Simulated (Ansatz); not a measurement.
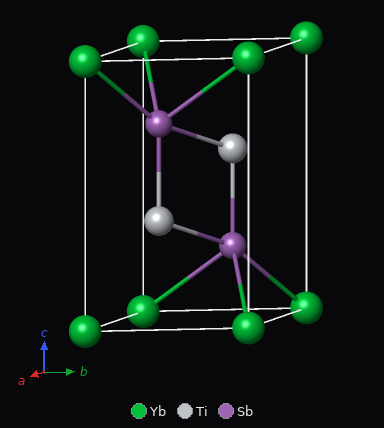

Shown here is a ball-and-stick view of the crystal, taken slightly off an axis. One simulation cell is outlined, and atoms on its boundary appear in each equivalent place.

```yaml
crystal:
  lattice:
    - [4.61873, 0.00000, 0.00000]
    - [-2.30937, 3.99994, 0.00000]
    - [0.00000, 0.00000, 7.59813]
  atoms:
    - { symbol: Yb, position: [0.00000, 0.00000, 0.00000] }
    - { symbol: Ti, position: [0.33330, 0.66670, 0.62000] }
    - { symbol: Ti, position: [0.66670, 0.33330, 0.38000] }
    - { symbol: Sb, position: [0.33330, 0.66670, 0.26000] }
    - { symbol: Sb, position: [0.66670, 0.33330, 0.74000] }
```

All computed values are from DFT, PAW plane waves, PBE in Ansatz. Settings: a basis cut at 420 eV, k-points on a 6×6×3 grid, Fermi-Dirac smearing of 0.1 eV, no spin polarisation (a spin-restricted run, not always the ground state).

What charge does Bader's analysis assign to each element?

Answer. Yb +1.37 e; Ti +1.03 e; Sb -1.71 e.

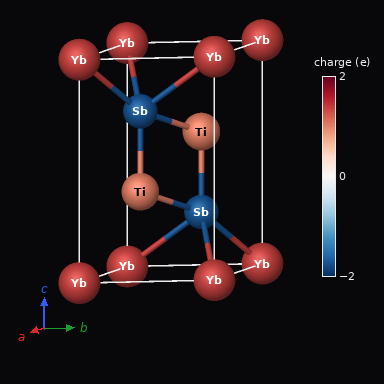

The atoms coloured by those charges.

Where the cell comes from: a generated cell, made by putting these elements into a known structure type (the compound may or may not exist in this form). No relaxation was applied. Ansatz was used for an electronic-structure calculation on it.

At this level of theory the cell isn't at rest (stretched, at -4 GPa and forces up to 0.7 eV/Å), so its distances can differ from those at equilibrium, the more so the softer the solid.
